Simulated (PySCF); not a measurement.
**RuH (charge +1, quintet): density, localisation and related maps**

```yaml
atoms:
  - { symbol: H, position_ang: [0.0000, 0.0000, -1.5814] }
  - { symbol: Ru, position_ang: [0.0000, 0.0000, 0.0156] }
```

Core potentials replace the inner electrons of Ru.

Computed with PBE0/def2-TZVPPD, non-relativistic Hamiltonian with scalar-relativistic core potentials where named, at a bond length of 1.597 Å (PySCF 2.14.0).

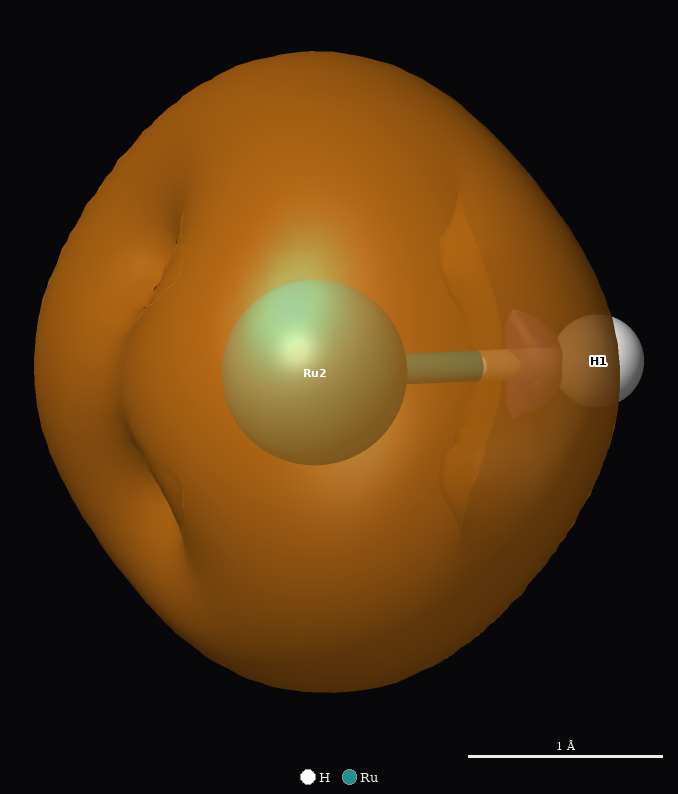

Figure 1. Isosurfaces of the spin density at +0.03 (orange) and −0.03 e/Å³ (purple), seen from one side.

**Which atoms carry the spin?**

The unpaired spin (4 electrons) lies mostly on Ru2 (about 3.9) and H1 (about 0.1), in electrons by Hirshfeld's partition.

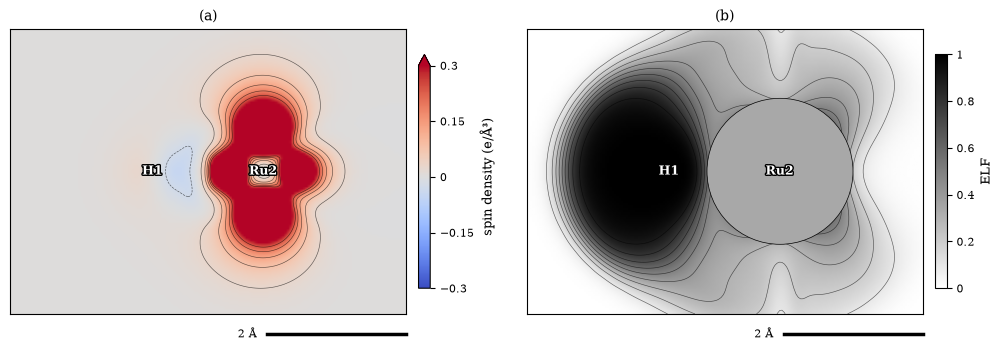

Figure 2. (a) spin density (α minus β); (b) electron localisation function on a plane that holds the molecular axis. Grey discs cover the atomic cores in the ELF map.

**Describe what can be read from this map.**

Atoms in the plane: H and Ru. Ru–H (1.60 Å): the ELF climbs to about 1 towards the hydrogen.

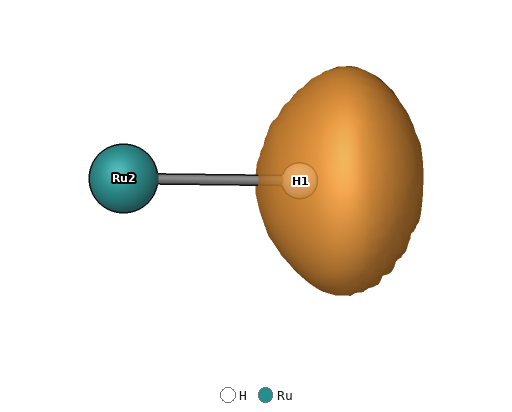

Figure 3. Isosurface of the electron localisation function at 0.9 (orange), seen from one side. Core shells and regions of very low density are left out.

**What do the ELF domains correspond to?**

The ELF exceeds this value in one region around a hydrogen nucleus. Profiles from the grid: Ru–H (1.60 Å): the ELF climbs to about 1 towards the hydrogen.
